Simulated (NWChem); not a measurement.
**One shape, several levels: C3H10Si (trimethylsilane)**

Aim: a comparison of 3 runs (M06-L/cc-pVDZ, PBE0/cc-pVDZ, r2SCAN/cc-pVDZ) of C3H10Si (trimethylsilane). 

Program for the calculation: NWChem 7.3.0.

## (1) The system as given

C3H10Si: 14 atoms, total charge 0, spin state singlet. SMILES: `C[SiH](C)C`. Geometry: relaxed at PBE0-D4/def2-TZVP.

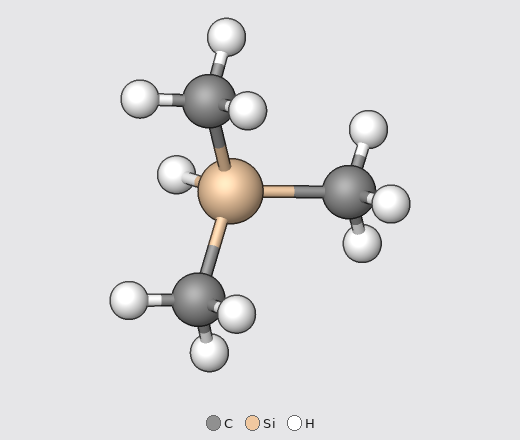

Viewed from a chosen angle; carbon grey, silicon light orange, hydrogen white.

## (2) Energy and gradient at M06-L/cc-pVDZ (run 1)

Contents of m1.nw:

```
start m1
title "C3H10Si"
memory total 2200 mb

geometry units angstroms noautosym nocenter noautoz
C     -0.956800     1.082600    -1.038400
Si    -0.338800    -0.014600     0.348900
C      1.239400     0.684100     1.077800
C     -0.051300    -1.756700    -0.277600
H     -1.888100     0.697200    -1.460900
H     -1.145900     2.098700    -0.683100
H     -0.221600     1.141300    -1.845900
H     -1.379500    -0.059300     1.420400
H      2.029000     0.733500     0.322800
H      1.601800     0.063500     1.901200
H      1.081800     1.694100     1.464300
H     -0.968800    -2.184000    -0.689800
H      0.706900    -1.767300    -1.065700
H      0.291900    -2.413100     0.526000
end

basis spherical bse
* library cc-pVDZ
end

dft
xc m06-l
grid fine
convergence energy 1e-08
maxiter 100
mulliken
print low
end

task dft gradient
```

The run is started by

```bash
$ nwchem m1.nw > m1.out
```

The log of the run:

```text
[...]
 d= 0,ls=0.0,diis     1   -409.8060639828 -5.85D+02  5.00D-03  2.66D-01     5.5
[...]
 d= 0,ls=0.0,diis    10   -409.8360830032 -1.65D-09  1.52D-07  3.19D-10    46.5
         Total DFT energy =     -409.836083003225
      One electron energy =     -909.721482227489
           Coulomb energy =      365.563326514344
    Exchange-Corr. energy =      -41.010571844231
 Nuclear repulsion energy =      175.332644554151
[...]
      Total Density - Mulliken Population Analysis
     ---------------------------------------------
    Atom       Charge   Shell Charges
 -----------   ------   -------------------------------------------------------
    1 C    6     6.29   2.01  0.66  0.51  2.09  1.00  0.02
    2 Si  14    13.58   2.00  2.02  0.77  0.29  6.01  1.52  0.59  0.38
    3 C    6     6.29   2.01  0.66  0.51  2.09  1.00  0.02
    4 C    6     6.29   2.01  0.66  0.51  2.09  1.00  0.02
    5 H    1     0.94   0.75  0.15  0.03
    6 H    1     0.94   0.75  0.15  0.03
    7 H    1     0.94   0.75  0.16  0.03
    8 H    1     1.10   0.75  0.34  0.01
    9 H    1     0.94   0.75  0.16  0.03
   10 H    1     0.94   0.75  0.15  0.03
[...]
                         DFT ENERGY GRADIENTS
    atom               coordinates                        gradient
                 x          y          z           x          y          z
   1 C      -1.808090   2.045817  -1.962291   -0.001008   0.001668  -0.002079
   2 Si     -0.640239  -0.027590   0.659325    0.001043   0.000016  -0.001048
   3 C       2.342126   1.292762   2.036747    0.002374   0.001120   0.001156
   4 C      -0.096943  -3.319682  -0.524588    0.000332  -0.002659  -0.000904
   5 H      -3.567992   1.317517  -2.760701    0.003693   0.001016   0.002127
   6 H      -2.165437   3.965968  -1.290872    0.000915  -0.004187  -0.000756
   7 H      -0.418763   2.156744  -3.488245   -0.002447  -0.000637   0.003450
   8 H      -2.606877  -0.112061   2.684167    0.001546   0.000062  -0.001591
   9 H       3.834254   1.386114   0.610004   -0.003480  -0.000454   0.002496
  10 H       3.026963   0.119998   3.592747   -0.001973   0.002017  -0.003309
  11 H       2.044306   3.201385   2.767126   -0.000049  -0.004043  -0.001711
[...]
```

Wall time 59 s (1 thread of Intel Xeon 6975P-C (Granite Rapids), shared host); peak memory 0.13 GiB.

## (3) Energy and gradient at PBE0/cc-pVDZ (run 2)

Contents of run.py:

```python
from ase import Atoms
from ase.calculators.nwchem import NWChem

atoms = Atoms(['C', 'Si', 'C', 'C', 'H', 'H', 'H', 'H', 'H', 'H', 'H', 'H', 'H', 'H'], positions=[
    [-0.956800, 1.082600, -1.038400],
    [-0.338800, -0.014600, 0.348900],
    [1.239400, 0.684100, 1.077800],
    [-0.051300, -1.756700, -0.277600],
    [-1.888100, 0.697200, -1.460900],
    [-1.145900, 2.098700, -0.683100],
    [-0.221600, 1.141300, -1.845900],
    [-1.379500, -0.059300, 1.420400],
    [2.029000, 0.733500, 0.322800],
    [1.601800, 0.063500, 1.901200],
    [1.081800, 1.694100, 1.464300],
    [-0.968800, -2.184000, -0.689800],
    [0.706900, -1.767300, -1.065700],
    [0.291900, -2.413100, 0.526000],
])

calc = NWChem(
    label='c3h10si',
    theory='dft',
    memory='2200 mb',
    basis='cc-pVDZ',
    basispar='spherical bse',
    dft={'xc': 'pbe0', 'mult': '1', 'grid': 'fine', 'convergence': 'energy 1e-08', 'iterations': '100', 'mulliken': None},
)
atoms.calc = calc

forces = atoms.get_forces()
print("Total energy (eV):", round(atoms.get_potential_energy(), 6))
print("forces (eV/A):")
for s, f in zip(atoms.symbols, forces):
    print(f"{s:2s} {f[0]:10.5f} {f[1]:10.5f} {f[2]:10.5f}")
print("dipole (e A):", atoms.get_dipole_moment().round(4))
```

The run is started by

```bash
$ export ASE_NWCHEM_COMMAND="nwchem PREFIX.nwi > PREFIX.nwo"
$ python run.py
```

The log of the run:

```text
Total energy (eV): -11145.212446
forces (eV/A):
C     0.00684   -0.00920    0.01219
Si   -0.03034    0.00005    0.02916
C    -0.01383   -0.00874   -0.00622
C     0.00098    0.01543    0.00489
H    -0.25870   -0.10752   -0.11416
H    -0.05296    0.27860    0.10012
H     0.20142    0.01543   -0.21849
H    -0.16167   -0.00699    0.16676
H     0.21458    0.01327   -0.20790
H     0.09719   -0.17077    0.22759
H    -0.04577    0.27896    0.10824
H    -0.25598   -0.11729   -0.11225
H     0.20559   -0.00129   -0.21350
H     0.09271   -0.17993    0.22353
dipole (e A): [ 0.0918  0.0039 -0.0944]
```

The calculator wrote c3h10si.nwi:

```
title "c3h10si"

permanent_dir c3h10si

scratch_dir c3h10si

start c3h10si

geometry units angstrom nocenter noautosym noautoz
  C  -9.5679999999999998e-01 1.0826000000000000e+00 -1.0384000000000000e+00
  Si -3.3879999999999999e-01 -1.4600000000000000e-02 3.4889999999999999e-01
  C  1.2394000000000001e+00 6.8410000000000004e-01 1.0778000000000001e+00
  C  -5.1299999999999998e-02 -1.7566999999999999e+00 -2.7760000000000001e-01
  H  -1.8880999999999999e+00 6.9720000000000004e-01 -1.4609000000000001e+00
  H  -1.1458999999999999e+00 2.0987000000000000e+00 -6.8310000000000004e-01
  H  -2.2159999999999999e-01 1.1413000000000000e+00 -1.8459000000000001e+00
  H  -1.3794999999999999e+00 -5.9299999999999999e-02 1.4204000000000001e+00
  H  2.0289999999999999e+00 7.3350000000000004e-01 3.2279999999999998e-01
  H  1.6017999999999999e+00 6.3500000000000001e-02 1.9012000000000000e+00
  H  1.0818000000000001e+00 1.6940999999999999e+00 1.4642999999999999e+00
  H  -9.6879999999999999e-01 -2.1840000000000002e+00 -6.8979999999999997e-01
  H  7.0689999999999997e-01 -1.7673000000000001e+00 -1.0657000000000001e+00
  H  2.9189999999999999e-01 -2.4131000000000000e+00 5.2600000000000002e-01
end

memory 2200 mb

basis spherical bse noprint
   * library cc-pVDZ
end

dft
  xc pbe0
  mult 1
  grid fine
  convergence energy 1e-08
  iterations 100
  mulliken
end

task dft gradient
```

c3h10si.nwo:

```text
Northwest Computational Chemistry Package (NWChem) 7.3.0
             --------------------------------------------------------

           Job information
           ---------------

    nwchem branch   = 7.3.0
    use scalapack   = T
    input           = c3h10si.nwi
    prefix          = c3h10si.
    data base       = c3h10si/c3h10si.db
    status          = startup
    nproc           =        1

           Memory information
           ------------------

    heap     =     72089596 doubles =      550.0 Mbytes
    stack    =     72089601 doubles =      550.0 Mbytes
    global   =    144179200 doubles =     1100.0 Mbytes (distinct from heap & stack)
    total    =    288358397 doubles =     2200.0 Mbytes
    verify   = yes
    hardfail = no

[... 117 lines left out ...]
  convergence criterion.
[... 39 lines left out ...]
          Spatial weights used:  Erf1
[... 70 lines left out ...]
         Total DFT energy =     -409.579006215356
[... 3 lines left out ...]
 Nuclear repulsion energy =      175.332644554151
[... 840 lines left out ...]
          Convergence on gradient requested:  5.00D-04
[... 26 lines left out ...]
          total energy or number of iterations.
[... 26 lines left out ...]
                         DFT ENERGY GRADIENTS

    atom               coordinates                        gradient
                 x          y          z           x          y          z
   1 C      -1.808090   2.045817  -1.962291   -0.000133   0.000179  -0.000237
   2 Si     -0.640239  -0.027590   0.659325    0.000590  -0.000001  -0.000567
   3 C       2.342126   1.292762   2.036747    0.000269   0.000170   0.000121
[... 10 lines of this table left out ...]
  14 H       0.551611  -4.560098   0.993996   -0.001803   0.003499  -0.004347

                 ----------------------------------------
                 |  Time  |  1-e(secs)   |  2-e(secs)   |
                 ----------------------------------------
                 |  CPU   |       0.01   |       5.52   |
                 ----------------------------------------
                 |  WALL  |       0.01   |       5.52   |
                 ----------------------------------------

 Task  times  cpu:       36.3s     wall:       36.3s
 Total times  cpu:       36.3s     wall:       36.3s
```

Wall time 38 s (1 thread of Intel Xeon 6975P-C (Granite Rapids), shared host); peak memory 0.13 GiB.

## (4) Energy and gradient at r2SCAN/cc-pVDZ (run 3)

Contents of c3h10si.nw:

```
start c3h10si
memory total 2200 mb
charge 0

geometry units angstroms noautosym nocenter noautoz
   C       -0.956800       1.082600      -1.038400
   Si      -0.338800      -0.014600       0.348900
   C        1.239400       0.684100       1.077800
   C       -0.051300      -1.756700      -0.277600
   H       -1.888100       0.697200      -1.460900
   H       -1.145900       2.098700      -0.683100
   H       -0.221600       1.141300      -1.845900
   H       -1.379500      -0.059300       1.420400
   H        2.029000       0.733500       0.322800
   H        1.601800       0.063500       1.901200
   H        1.081800       1.694100       1.464300
   H       -0.968800      -2.184000      -0.689800
   H        0.706900      -1.767300      -1.065700
   H        0.291900      -2.413100       0.526000
end

basis spherical bse
   * library cc-pVDZ
end

dft
   xc r2scan
   grid fine
   convergence energy 1e-08
   iterations 100
   mulliken
end

task dft gradient
```

The run is started by

```bash
$ nwchem c3h10si.nw > c3h10si.out
```

The log of the run:

```text
[...]
          Wavefunction type:  closed shell.
          No. of atoms     :    14
          No. of electrons :    42
[...]
          Charge           :     0
          Spin multiplicity:     1
[...]
          AO basis - number of functions:   110
[...]
              XC Information
              --------------
                      r^2SCAN Method XC Functional
               r^2SCAN metaGGA Exchange Functional  1.000
                     r^2SCAN Correlation Potential  1.000
[...]
 d= 0,ls=0.0,diis     1   -409.7167216282 -5.85D+02  4.42D-03  2.84D-01     5.6
[...]
 d= 0,ls=0.0,diis     8   -409.7467070429 -6.06D-11  5.24D-07  5.17D-09    37.1
         Total DFT energy =     -409.746707042856
      One electron energy =     -909.602188071493
           Coulomb energy =      365.400349870144
    Exchange-Corr. energy =      -40.877513395658
 Nuclear repulsion energy =      175.332644554151
[...]
  wavefunction    = closed shell
                         DFT ENERGY GRADIENTS
    atom               coordinates                        gradient
                 x          y          z           x          y          z
   1 C      -1.808090   2.045817  -1.962291   -0.000568   0.000903  -0.001131
   2 Si     -0.640239  -0.027590   0.659325    0.000951   0.000013  -0.000937
   3 C       2.342126   1.292762   2.036747    0.001291   0.000633   0.000631
   4 C      -0.096943  -3.319682  -0.524588    0.000145  -0.001457  -0.000486
   5 H      -3.567992   1.317517  -2.760701    0.005390   0.002049   0.002560
   6 H      -2.165437   3.965968  -1.290872    0.001165  -0.005883  -0.001841
   7 H      -0.418763   2.156744  -3.488245   -0.004102  -0.000449   0.004695
   8 H      -2.606877  -0.112061   2.684167    0.002960   0.000130  -0.003057
   9 H       3.834254   1.386114   0.610004   -0.004634  -0.000358   0.004223
  10 H       3.026963   0.119998   3.592747   -0.002240   0.003407  -0.004766
  11 H       2.044306   3.201385   2.767126    0.000698  -0.005833  -0.002317
[...]
```

Wall time 49 s (1 thread of Intel Xeon 6975P-C (Granite Rapids), shared host); peak memory 0.13 GiB.

## (5) All runs side by side

| run | level | energy (Eh) | largest force (eV/Å) | wall time |
| --- | --- | --- | --- | --- |
| 1 | M06-L/cc-pVDZ | -409.836083 | 0.226 | 59 s |
| 2 | PBE0/cc-pVDZ | -409.579006 | 0.303 | 38 s |
| 3 | r2SCAN/cc-pVDZ | -409.746707 | 0.325 | 49 s |

## (6) Results

| quantity | value |
| --- | --- |
| run 3: total energy | -409.74671 Eh |
| run 3: dipole moment | 0.65 D |
| run 3: HOMO energy | -7.42 eV |
| run 3: LUMO energy | 1.62 eV |
| run 3: HOMO–LUMO gap | 9.04 eV |
| run 3: largest force on an atom | 0.325 eV/Å |

What this shows: Totals of different functionals can't be ranked against each other. All runs together took 2.4 min, the longest 59 s.
